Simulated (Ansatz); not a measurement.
# BH2 (SMILES [BH2]) at UCCSDT(Q)/6-311G(d,p)

What is the vertical ionisation energy of BH2 at UCCSDT(Q)/6-311G**? 

The calculation is run with Ansatz 0.2.0.

58 further runs of the same task are left out: 58 set aside as unsound or not needed.

## 1. Starting point

BH2: 3 atoms, total charge 0, spin state doublet. As SMILES, `[BH2]`. The shape is that of a GFN2-xTB optimisation.

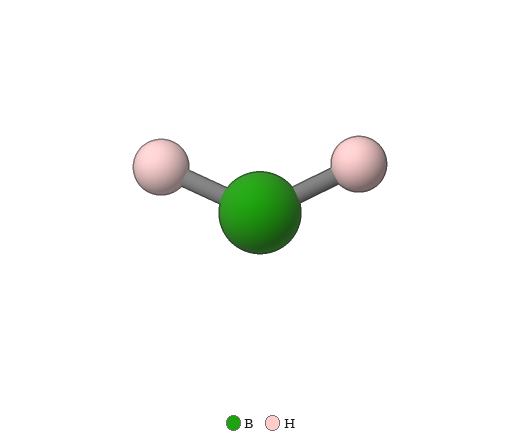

The structure, seen from a chosen angle (boron green, hydrogen pink).

## 2. The energy at UCCSDT(Q)/6-311G(d,p)

Input file in.yaml:

```yaml
crystal:
  periodic: [false, false, false]
  atoms:
    - {symbol: B, position_ang: [0.262840, -0.166230, 0.128640]}
    - {symbol: H, position_ang: [0.280020, 0.985320, 0.260980]}
    - {symbol: H, position_ang: [-0.542860, -0.819090, -0.389630]}
basis:
  gaussian: {orbitals: 6-311G_st__st_.json}
magnetization: {spin_polarized: true, initial_magnetization: 1}
correlation: {method: ccsdt_q, frozen_orbitals: {B: 1, H: 0}}
accuracy: high
scf: {omitted_lower_state_checks: [cluster_reference, increment]}
```

The basis set 6-311G** is read from a file made from the Basis Set Exchange's data (not shown).

Command:

```bash
$ ansatz run in.yaml --threads 1 --pin off --max-ram 2610MiB --events-out events.jsonl --progress --plain --runs-dir runs
```

The log of the run, cut to the lines that bear on the results:

```text
Warning: RAYON_NUM_THREADS=1 ignored (pool sized by the plan → 1); use --threads N
Functional definition: HF
  name "HF"
[...]
533 factors; integrals over basis functions are off by at most 6.2e-9 eV
[...]
mean field -700.87747170 eV, -25.7567720131 hartree, gradient 4.0e-8 eV, S^2 0.752958; 2 other end points of the search recorded, 0 dependent functions left out
1 core orbitals not correlated: weight in the atoms' cores, before any rotation towards them, 1.000 or more for the frozen orbitals, at most 0.000 for the correlated occupied ones
reference -700.87747170 eV, -25.7567720131 hartree; 3, 2 occupied and 26, 27 virtual orbitals, 533 factors
second order -1.92028022 eV of doubles, -0.00000000 eV of singles
cycle   1  -2.29590746 eV  change   -3.8e-1 eV  update   4.2e-2
[...]
cycle  21  -2.47994733 eV  change   1.8e-10 eV  update  1.8e-10
perturbative correction -0.00045521 eV, -0.0000167285 hartree
Total energy: -703.35787423 eV, -25.8479251249 hartree
Checks for a lower state left out: cluster_reference, increment
```

It took 3.9 s on 1 thread of Arm Neoverse V1, shared host; peak memory 0.11 GiB.

## 3. The singlet cation, same level

Input file job.yaml:

```yaml
basis:
  gaussian:
    orbitals: 6-311G_st__st_.json
crystal:
  periodic: [false, false, false]
  atoms:
    - symbol: B
      position_ang: [0.262840, -0.166230, 0.128640]
    - symbol: H
      position_ang: [0.280020, 0.985320, 0.260980]
    - symbol: H
      position_ang: [-0.542860, -0.819090, -0.389630]
total_charge: 1
correlation:
  method: ccsdt_q
  frozen_orbitals: {B: 1, H: 0}
accuracy: high
scf:
  omitted_lower_state_checks: [cluster_reference, increment]
```

The basis set 6-311G** is read from a file made from the Basis Set Exchange's data (not shown).

Command:

```bash
$ ansatz run job.yaml --threads 1 --pin off --max-ram 2610MiB --events-out events.jsonl --progress --plain --runs-dir runs
```

The log of the run, cut to the lines that bear on the results:

```text
Warning: RAYON_NUM_THREADS=1 ignored (pool sized by the plan → 1); use --threads N
[... 2 set-up lines as earlier in the session ...]
[...]
533 factors; integrals over basis functions are off by at most 6.2e-9 eV
[...]
mean field -692.26562958 eV, -25.4402926524 hartree, gradient 8.1e-9 eV, S^2 0.000000; 0 other end points of the search recorded, 0 dependent functions left out
1 core orbitals not correlated: weight in the atoms' cores, before any rotation towards them, 1.000 or more for the frozen orbitals, at most 0.000 for the correlated occupied ones
reference -692.26562958 eV, -25.4402926524 hartree; 2, 2 occupied and 27, 27 virtual orbitals, 533 factors
second order -1.64486326 eV of doubles, -0.00000000 eV of singles
cycle   1  -1.99034674 eV  change   -3.5e-1 eV  update   4.2e-2
[...]
cycle  20  -2.16364364 eV  change   1.7e-10 eV  update  1.5e-10
perturbative correction -0.00032704 eV, -0.0000120185 hartree
Total energy: -694.42960025 eV, -25.5198171080 hartree
Checks for a lower state left out: cluster_reference, increment
```

Wall time 0.77 s (1 thread of Arm Neoverse V1, shared host).

## 4. Summary of results

Level: UCCSDT(Q)/6-311G**, 1 core orbital frozen.

| quantity | value |
| --- | --- |
| doublet BH2: total energy | -25.84793 Eh |
| doublet BH2: correlation energy (1 core orbital frozen) | -91.2 mEh |
| doublet BH2: ⟨S²⟩ of the reference determinant | 0.753 |
| doublet BH2: T1 diagnostic | 0.008 |
| singlet cation: total energy | -25.51982 Eh |
| singlet cation: correlation energy (1 core orbital frozen) | -79.5 mEh |
| singlet cation: T1 diagnostic | 0.009 |
| vertical ionisation energy (to the singlet cation) | 8.928 eV |

The vertical ionisation energy comes to 8.93 eV (206 kcal/mol). Only the singlet of the ionised species was computed; a triplet could lie lower.
